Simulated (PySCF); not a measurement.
Al2(mu-NH2)2(H)4, H₈Al₂N₂, singlet at its PBE0/def2-SVP optimised geometry (Å):

```
12

Al     1.0289     0.9849     0.0000
Al    -1.0291    -0.9847     0.0000
N     -0.9427     0.9850     0.0010
H     -1.3663     1.4276    -0.8157
H     -1.3664     1.4278     0.8174
H      1.5766     1.5081     1.4044
H      1.5744     1.5079    -1.4053
N      0.9424    -0.9847     0.0000
H      1.3664    -1.4278    -0.8162
H      1.3658    -1.4270     0.8170
H     -1.5758    -1.5089     1.4043
H     -1.5754    -1.5066    -1.4054
```

Calculation: PBE0/def2-TZVP (PySCF).

Map of the HOMO amplitude (bohr^(-3/2)) on the plane z = 1.0 Å; orbital energy -7.96 eV, overall sign arbitrary:

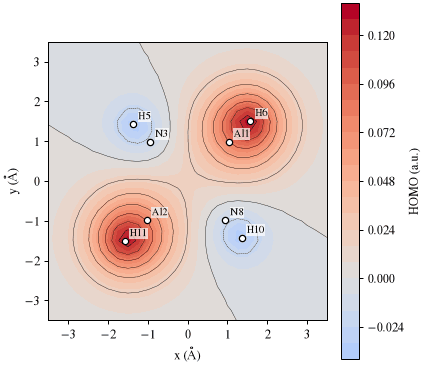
Figure. HOMO amplitude (bohr^(-3/2)) on the plane z = 1.0 Å.
